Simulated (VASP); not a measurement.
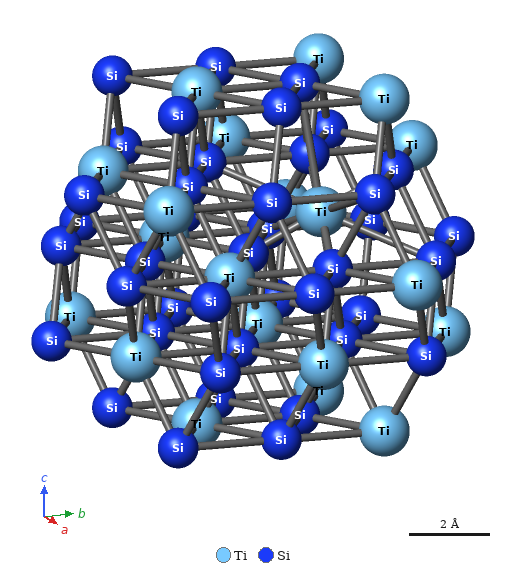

Starting structure of a defect cell of composition Ti$_{15}$Si$_{32}$. Style: ball-and-stick. Shown: the atoms within 5.8 Å of the atom that moves most (axes of the cell of the calculation (origin shifted)), slightly off an axis.

The run lets the atoms move in a fixed cell.

All numbers below come from VASP, Kohn-Sham DFT of a periodic cell, PBE, VASP PAW PBE potentials, recommended.

The input:
```
PREC = Accurate
ENCUT = 520
EDIFF = 1E-6
ISMEAR = 1
SIGMA = 0.1
LREAL = F
LASPH = T
NELM = 100
ALGO = Normal
ISIF = 2
LWAVE = F
LCHARG = F
GGA = PE
IBRION = 2
NSW = 60
EDIFFG = -0.02
```

Launched with:
```bash
cat potpaw_PBE.64/Ti_sv/POTCAR potpaw_PBE.64/Si/POTCAR > POTCAR
mpirun -np 8 vasp_std > vasp.out
```

Predict the outcome.

Answer. The largest moves, 0.40 Å, are those of Si atoms. By element the largest moves are Si 0.40 Å, Ti 0.11 Å. The cell stays as it was. Some distances before and after: Si–Si 2.750 → 3.158 Å, Si–Ti 2.104 → 2.489 Å, Si–Si 3.194 → 2.888 Å, Si–Ti 2.111 → 2.405 Å. Bond angles that change, for instance: Si–Si–Si 148.4° → 169.9°, Ti–Si–Ti 120.1° → 132.7°, Ti–Si–Si 105.7° → 118.1°. After 19 geometry steps the energy has fallen by 3.736 eV per cell of the calculation. Largest force component: 4.9 eV/Å at the start, 0.013 eV/Å at the end.

History of the run:

```tsv
step	E − E(0), meV/atom	largest force component, eV/Å
0	0.00	4.8992
1	-64.68	1.4024
2	-64.86	1.5289
3	-72.65	0.4202
4	-72.84	0.5457
5	-75.91	0.3318
6	-77.00	0.2563
7	-78.22	0.1529
8	-78.44	0.1922
9	-78.95	0.0925
10	-79.07	0.1520
11	-79.29	0.0568
12	-79.32	0.0658
13	-79.42	0.0445
14	-79.42	0.0555
15	-79.47	0.0200
16	-79.47	0.0281
17	-79.49	0.0233
18	-79.49	0.0204
19	-79.49	0.0135
```

The end point in the same view:

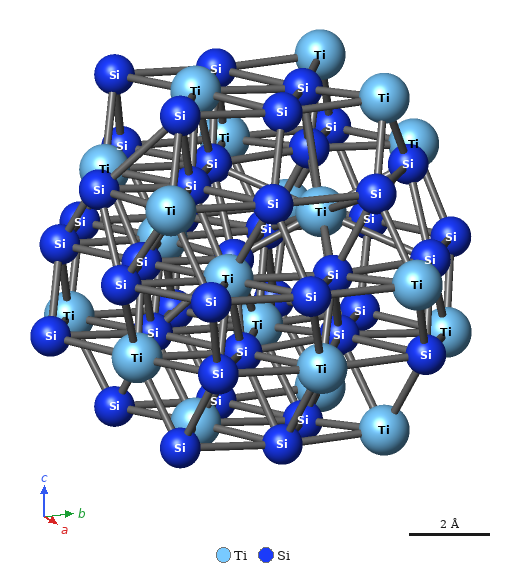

Limits of the set-up: the periodic images lie only 8.2 Å apart, so the values are limited by the cell's size.
